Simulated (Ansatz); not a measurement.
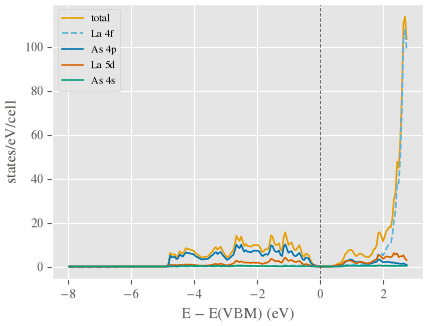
*Total and projected density of states of LaAs$_{2}$ in space group P2_1/c (No. 14; La on 4e, As on 4e, As on 4e), r²SCAN (plane waves, PAW; program Ansatz)*

Task: Which orbitals carry the states next to the gap?

Result: Top 1 eV of the valence band: As 4p 65 %, La 5d 25 %, La 4f 5 %. Bottom 1 eV of the conduction band: As 4p 39 %, La 5d 38 %, La 4f 14 %, As 4s 5 %. Projections are on Löwdin-orthogonalised atomic valence shells; empty p or d shells of many metals are not among them.

Task: Where is the tallest occupied peak in this window, and what makes it?

Result: Near -1.1 eV, about 16 states/eV per cell; the largest projected share is As 4p.

The first step of the workflow began from a Materials Project structure, measured or hypothetical; the Crystallography Open Database copy checked does not list it. COD files the formula under space group No. 9, so this cell is another polymorph or a model. Its standing as an ambient phase is unchecked. The r²SCAN relaxation kept the symmetry of its start; whether a distortion lowers the energy is not shown. Spin–orbit coupling is left out wherever it is not named.

Potentials: the earlier of the program's two PAW sets.
